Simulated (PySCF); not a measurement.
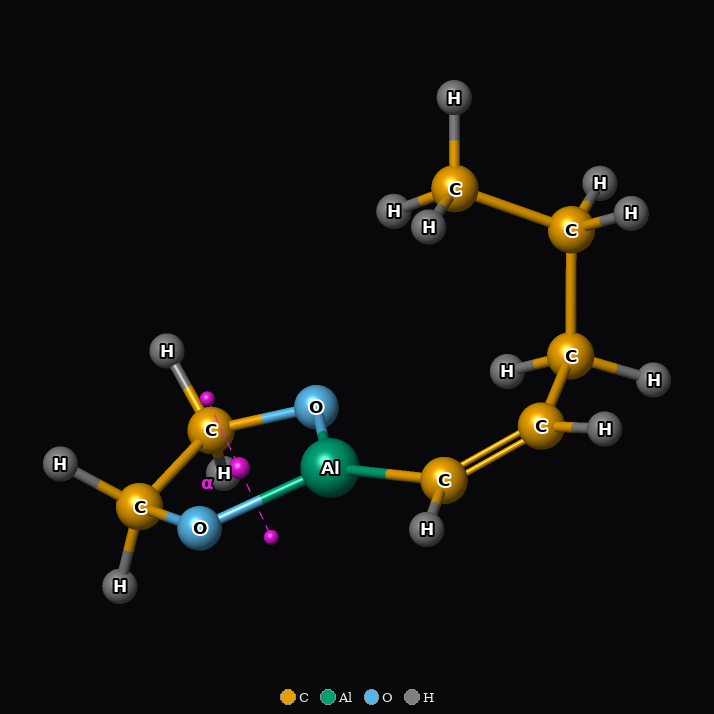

The small points mark where nucleus-independent chemical shifts (NICS) were computed: at the centre of each lettered ring and 1 Å above and below it. The geometry was computed by an optimisation with GFN2-xTB. No frequency run is at hand to confirm it as a minimum. Properties computed with GIAO PBE0/pcSseg-1 NMR shielding, non-relativistic, gas phase (PySCF 2.14.0).

Give NICS(0), NICS(1) and the out-of-plane component NICS(1)zz for each ring (means of the two sides).

```
ring  members  NICS(0)  NICS(1)  NICS(1)zz
   α   C2AlO2     −5.2     −1.5       −3.1
```

Values in ppm.

**What do the values say about the ring currents?**

Ring α: weak, as in a non-aromatic ring. NICS is one index among several.

The geometry is semi-empirical. Around Al such bond lengths and angles can be off by a tenth of an ångström or more and by several degrees, and values that hang on the shape move with them.
